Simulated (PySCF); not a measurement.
**NMR shielding calculation, with input and output: C₄H₈F₂**

System: C₄H₈F₂ (2,2-difluorobutane), SMILES CCC(C)(F)F.
Method: GIAO PBE0/pcSseg-1 NMR shielding, non-relativistic, gas phase (PySCF 2.14.0).

The geometry comes from this level: GFN2-xTB, NEB image 2 of 0 to 8. It belongs to a series of runs on one base structure; here: NEB image 2 of 0 to 8. Figures and captions count atoms from 1; the log counts them from 0 in places.

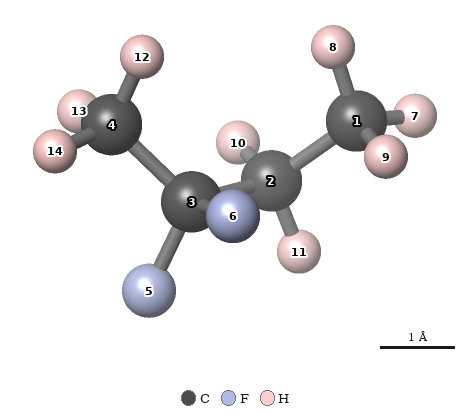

The structure as given in the input (ball-and-stick view, seen at a tilt; atoms are numbered from 1 in the order of the input). Bond lengths as drawn: C–C 1.52 to 1.53 Å, C–F 1.37 Å and C–H 1.09 Å.

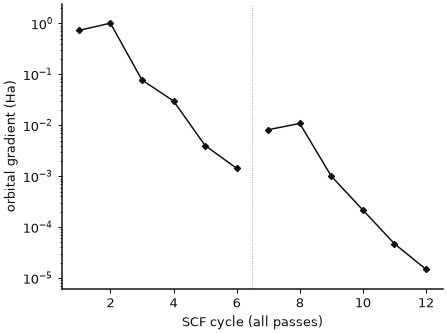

Convergence of the self-consistent field: orbital gradient against the SCF cycle. The dotted line marks the change from a coarse to the final integration grid. The first 6 cycles use a coarse grid, the final grid takes over at cycle 7, and the field converges after 12 cycles in all.

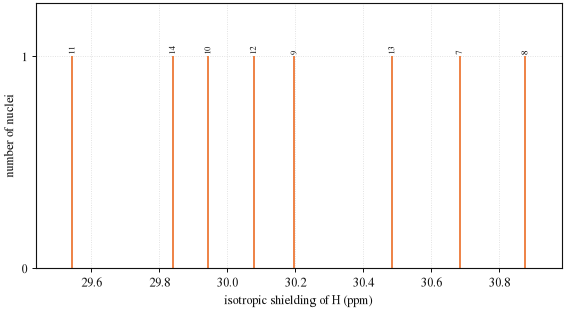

Isotropic shieldings of the hydrogen nuclei in this fixed geometry, labelled by atom number; shielding grows to the right, so chemical shift grows to the left. The least shielded is H11 (29.5 ppm), the most shielded H8 (30.9 ppm).

The input and output of the run follow.

**Input**
```
{"job": {"kind": "nmr", "xc": "PBE0", "basis": "pcSseg-1", "pop": false}, "charge": 0, "multiplicity": 1}
C     -1.689600    -0.144200     0.443300
C     -0.568500    -0.631600    -0.467400
C      0.577900     0.378600    -0.585100
C      1.673800     0.250800     0.457400
F      1.138400     0.260700    -1.832500
F      0.089000     1.656000    -0.564100
H     -2.527300    -0.835200     0.397700
H     -1.353300    -0.069300     1.474700
H     -2.036100     0.832800     0.117700
H     -0.163100    -1.575400    -0.100600
H     -0.964400    -0.796400    -1.471900
H      1.283800     0.504300     1.437800
H      2.056700    -0.765000     0.465300
H      2.482000     0.933500     0.205600
```

The first line tells a small driver script what to run in PySCF; the rest is the geometry in Å.

Command:
```bash
OMP_NUM_THREADS=1 python <driver script> task.json out
```

**Output**
```
coarse grid: 11480 points
cycle   1  E = -356.3816485173  dE =  5.402e-01  |g| = 7.306e-01  |ddm| = 3.006e+00
cycle   2  E = -356.3144553649  dE =  6.719e-02  |g| = 1.012e+00  |ddm| = 9.682e-01
cycle   3  E = -356.4769247216  dE = -1.625e-01  |g| = 7.750e-02  |ddm| = 5.656e-01
cycle   4  E = -356.4780597008  dE = -1.135e-03  |g| = 3.006e-02  |ddm| = 6.975e-02
cycle   5  E = -356.4782552571  dE = -1.956e-04  |g| = 4.013e-03  |ddm| = 2.420e-02
cycle   6  E = -356.4782584745  dE = -3.217e-06  |g| = 1.432e-03  |ddm| = 4.449e-03
final grid: 111016 points
cycle   7  E = -356.5265729131  dE = -4.178e-05  |g| = 8.190e-03  |ddm| = 2.377e-02
cycle   8  E = -356.5265641751  dE =  8.738e-06  |g| = 1.088e-02  |ddm| = 1.310e-02
cycle   9  E = -356.5265880445  dE = -2.387e-05  |g| = 1.002e-03  |ddm| = 7.120e-03
cycle  10  E = -356.5265882060  dE = -1.616e-07  |g| = 2.177e-04  |ddm| = 7.585e-04
cycle  11  E = -356.5265882137  dE = -7.710e-09  |g| = 4.729e-05  |ddm| = 1.412e-04
cycle  12  E = -356.5265882142  dE = -4.376e-10  |g| = 1.487e-05  |ddm| = 4.553e-05
converged SCF energy = -356.5265882142

GIAO shielding tensors (ppm)
atom      isotropic    diamagn.    paramagn.     s11        s22        s33       span
  0 C      176.568     247.304     -70.737    168.138    175.320    186.246     18.108
  1 C      149.993     250.995    -101.001    132.132    142.285    175.563     43.431
  2 C       57.469     240.539    -183.069     39.947     53.366     79.095     39.148
  3 C      160.719     250.497     -89.779    140.363    153.170    188.624     48.261
  4 F      271.782     474.338    -202.556    192.321    281.002    342.022    149.700
  5 F      297.257     476.141    -178.884    192.119    322.123    377.530    185.411
  6 H       30.683      28.711       1.972     26.098     27.773     38.178     12.080
  7 H       30.876      30.478       0.398     26.374     29.382     36.871     10.497
  8 H       30.197      30.058       0.139     25.163     29.735     35.693     10.530
  9 H       29.943      31.885      -1.942     26.226     29.463     34.140      7.914
 10 H       29.544      30.894      -1.350     24.882     29.400     34.349      9.467
 11 H       30.077      30.658      -0.581     26.279     29.029     34.924      8.645
 12 H       30.484      30.146       0.338     26.798     28.598     36.057      9.258
 13 H       29.839      28.544       1.295     26.283     27.613     35.620      9.337
```

**Results in brief**

| quantity | value |
| --- | --- |
| outcome | converged |
| total energy | −356.526588 hartree |
| HOMO | −9.19 eV |
| LUMO | 1.34 eV |
| dipole moment | 2.32 D |
| isotropic shielding, C | 57.5 to 176.6 ppm |
| isotropic shielding, F | 271.8 to 297.3 ppm |
| isotropic shielding, H | 29.5 to 30.9 ppm |
| hardware | 1 CPU thread, shared host |
| wall time | 36 s |
| peak memory | 0.7 GiB |
